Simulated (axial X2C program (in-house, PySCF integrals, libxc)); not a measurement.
**Relativistic diatomic calculation, with input and output: Cl₂⁺**

- system: Cl₂⁺, single determinant with M_S = 1/2 and |Λ| = 1.
- method: HF, spin-free X2C-1e, Cl dyall-av3z (cores contracted) (axial X2C program (in-house, PySCF integrals, libxc))

Output:
```
spin-free X2C-1e  HF
basis functions 124  fitting functions 616  grid points 4358
iter        total energy     max residual
   1       -921.413657865     1.03e-01
   2       -921.429184408     7.33e-03
   3       -921.429795996     2.57e-03
   4       -921.429880980     1.06e-03
   5       -921.429895856     2.25e-04
   6       -921.429897446     7.80e-05
   7       -921.429897546     3.50e-05
   8       -921.429897555     4.76e-06
   9       -921.429897556     1.34e-06
converged
one-electron -1422.52249138  Coulomb 475.67261474  exact exchange -55.02831863  xc functional 0.00000000  nuclear repulsion 80.44829771
correlated 13  virtual 195  natural virtual 90  E(MP2) -0.376565846  MP2 remainder -0.013064546
iter   CCSD correlation   residual
   1     -0.383060700   1.14e-01
   2     -0.393380389   3.81e-02
   3     -0.394924717   1.17e-02
   4     -0.394975283   3.21e-03
   5     -0.394993105   7.72e-04
   6     -0.394991757   2.45e-04
   7     -0.394993017   5.65e-05
   8     -0.394993106   1.56e-05
   9     -0.394992917   4.82e-06
  10     -0.394992928   1.49e-06
(T) -0.01889351516322507  T1 0.0158  D1 0.0316  max T2 0.087
```

The points of the curve:

| R (Å) | E (hartree) | dipole (D; origin at the first atom, positive when the second is positive) | highest filled (eV) | lowest empty (eV) |
| --- | --- | --- | --- | --- |
| 1.654 | −921.387217 | 3.97 | −18.91 | −9.02 |
| 1.730 | −921.414657 | 4.15 | −19.21 | −9.37 |
| 1.787 | −921.425481 | 4.29 | −19.42 | −9.61 |
| 1.844 | −921.430077 | 4.43 | −19.60 | −9.83 |
| 1.901 | −921.429898 | 4.57 | −19.77 | −10.05 |
| 1.968 | −921.425180 | 4.73 | −19.95 | −10.27 |
| 2.034 | −921.416911 | 4.89 | −20.10 | −10.49 |
| 2.120 | −921.402767 | 5.09 | −19.97 | −10.73 |
| 2.224 | −921.382224 | 5.34 | −19.46 | −11.00 |
| 2.376 | −921.349743 | 5.71 | −18.86 | −11.32 |

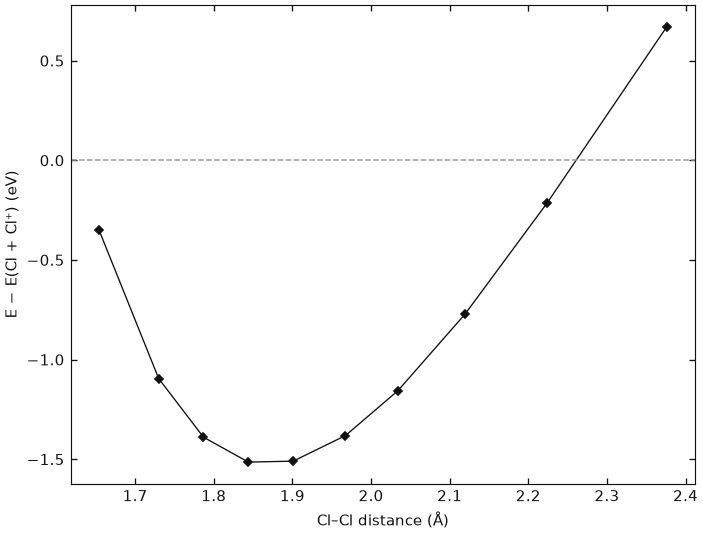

**Figure 1.** Energy at 10 bond lengths, for one set of occupations held fixed; the line joins the points. A polynomial of degree 6 through 9 points gives rₑ = 1.869 Å, ωₑ = 739.2 cm⁻¹, ωₑxₑ = 2.2 cm⁻¹ and Bₑ = 0.2759 cm⁻¹. The minimum lies 1.53 eV below Cl + Cl⁺, each computed as one determinant at the same level.

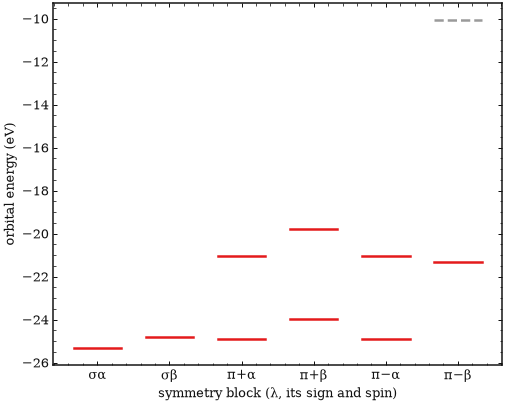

**Figure 2.** Orbital energies near the frontier at 1.90 Å, filled (solid) and empty (dashed); a label such as π−α means λ = −1 and α spin. The highest filled orbital (π+β; 44 % Cl p, 44 % Cl p) lies at −19.77 eV, the lowest empty one (π−β; 43 % Cl p, 43 % Cl p) at −10.05 eV.

The input:
```
{"zs": [17, 17], "q": 1, "bas": ["dyall-av3z", "dyall-av3z"], "levels": ["PBE0", "HF", "B3LYP"], "cc": true, "r0": 1.98, "thr": -2.0, "nmax": 90, "npts": 10, "nst": 2, "ntry": 6}
```

The line is the task of a batch: nuclear charges, charge, bases, the levels to run, a first guess of the distance and further settings. This report covers HF without spin-orbit coupling. The log is that of the reference distance 1.901 Å.

Launched within a batch (the task file carries these settings):
```bash
python <driver script> task.json out
```

Results in brief:

- outcome: converged
- bond length rₑ: 1.869 Å
- ωₑ: 739.2 cm⁻¹
- energy at the minimum: −921.43051 hartree
- largest ⟨S²⟩ along the curve: 0.77
- hardware: 1 CPU thread, shared host
- wall time: 0.82 s

Remarks:

Hartree–Fock lacks correlation, so it usually binds too weakly. Caveats: at long range the curve rises above Cl + Cl⁺, so this determinant doesn't dissociate to them.
